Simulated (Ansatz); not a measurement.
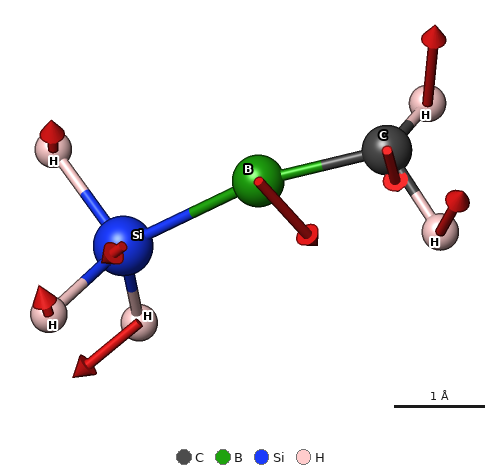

A relaxation of CH$_{5}$BSi. The starting structure is drawn; red arrows show the displacements, 3 times their true length. The two geometries are superimposed by the best rigid fit.

Style: ball-and-stick. Shown from a free direction.

It is one of the separated reactants of a reaction.

Method: RKS PBE-D4/def2-SVP in Ansatz. (force threshold 0.03 eV/Å; at most 250 steps)

What happened in the run?

The energy falls by 1.119 eV in 6 accepted moves (7 points after the start). The largest force component goes from 4.7 to 0.024 eV/Å. The line search rejected the trial step at point 6 of the run. The atom that moves furthest after the best rigid fit is the B atom (0.46 Å). Largest moves by element: B 0.46 Å, H 0.42 Å, C 0.30 Å, Si 0.14 Å. Among the contacts that change: B–C 1.518 → 1.398 Å, B–Si 1.864 → 1.981 Å, H–Si 1.420 → 1.505 Å, H–Si 1.489 → 1.506 Å. Bond angles that change, for instance: B–C–H 107.5° → 122.3°, C–B–Si 163.2° → 177.8°, B–C–H 110.9° → 122.9°.
